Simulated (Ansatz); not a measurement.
```yaml
atoms:
  - { symbol: N, position_ang: [-0.7757, 2.0827, -0.9903] }
  - { symbol: Si, position_ang: [-1.5120, 0.6646, -0.2240] }
  - { symbol: O, position_ang: [0.0034, -0.1661, 0.0710] }
  - { symbol: Si, position_ang: [0.6988, -1.5962, 0.7451] }
  - { symbol: H, position_ang: [0.2357, 2.1684, -1.1142] }
  - { symbol: H, position_ang: [-1.3203, 2.8705, -1.3402] }
  - { symbol: H, position_ang: [-0.3646, -2.5511, 1.2662] }
  - { symbol: H, position_ang: [1.5088, -2.3044, -0.3211] }
  - { symbol: H, position_ang: [1.6144, -1.2146, 1.8904] }
```

These are results of Ansatz 0.2.0, RKS PBE-D4/6-31G, not measurements.

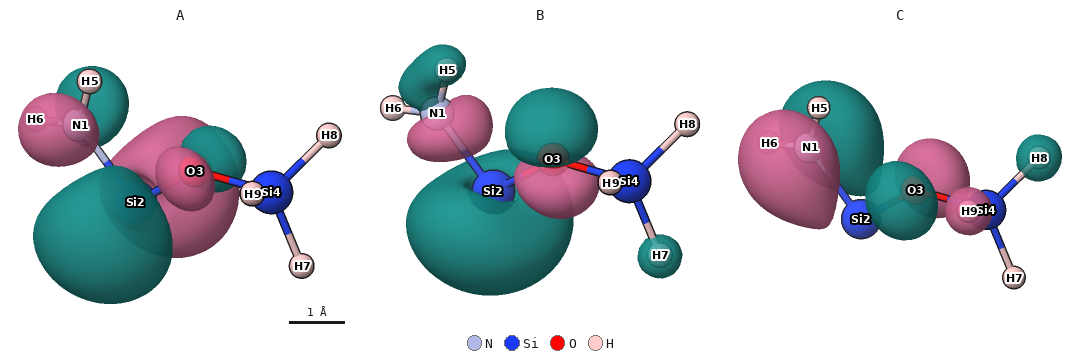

H5NOSi2. Three frontier orbitals at ±0.1 Å⁻³ᐟ² (teal and pink are the two phases), in no order.

Question: Order the three orbitals by energy and name them.

Answer: C is the HOMO−1 (−6.09 eV). Its weight (Hirshfeld) is mainly on N1 (about 55 %) and O3 (about 20 %); largely a combination of lone pairs on N1 and O3. B is the HOMO (−5.52 eV). By Hirshfeld shares it lies mainly on Si2 (about 60 %), O3 (about 25 %) and N1 (about 10 %). A is the LUMO (−1.72 eV). By Hirshfeld shares it lies mainly on Si2 (about 70 %), N1 (about 15 %) and O3 (about 10 %).

Question: What is the HOMO–LUMO gap?

Answer: 3.80 eV between the orbital energies.
